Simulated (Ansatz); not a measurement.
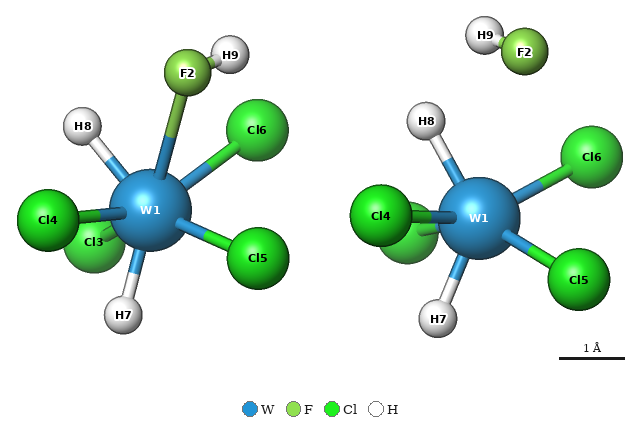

Two geometries of WH$_{3}$Cl$_{4}$F, drawn at one scale. One is the start of a relaxation, the other its converged end. The picture is a ball-and-stick view, seen from a free direction.

The calculation used RKS B3LYP-D4/def2-SVP (Ansatz 0.2.0). Settings: no spin polarisation; force threshold 0.03 eV/Å; at most 50 steps.

Question: Which geometry has the lower energy?

Answer: The left one is the relaxed one. The run prepares an end point of a later path (reaction) calculation, from a guessed geometry. The atom that moves furthest after the best rigid fit is H9 (1.05 Å). Largest moves by element: H 1.05 Å, Cl 0.47 Å, F 0.43 Å, W 0.19 Å. Among the contacts that change: W1–F2 3.044 → 2.583 Å, W1–H9 2.941 → 2.795 Å, W1–Cl6 2.312 → 2.377 Å, W1–H8 1.712 → 1.684 Å. Among the angles between lasting bonds that change: Cl3–W1–Cl5 145.4° → 139.7°, Cl5–W1–H8 136.4° → 141.1°, H7–W1–H8 128.5° → 125.9°. Over 20 accepted moves (25 points after the start) the energy falls by 0.188 eV. Largest force component: 0.3 eV/Å at the start, 0.0092 eV/Å at the end. The line search rejected the trial steps at points 1, 11, 13, 20, 24 of the run. Cost: 36 s on 4 threads of AMD EPYC 9R45 96-Core Processor (Zen 5), on a shared host, peak memory 0.42 GiB.
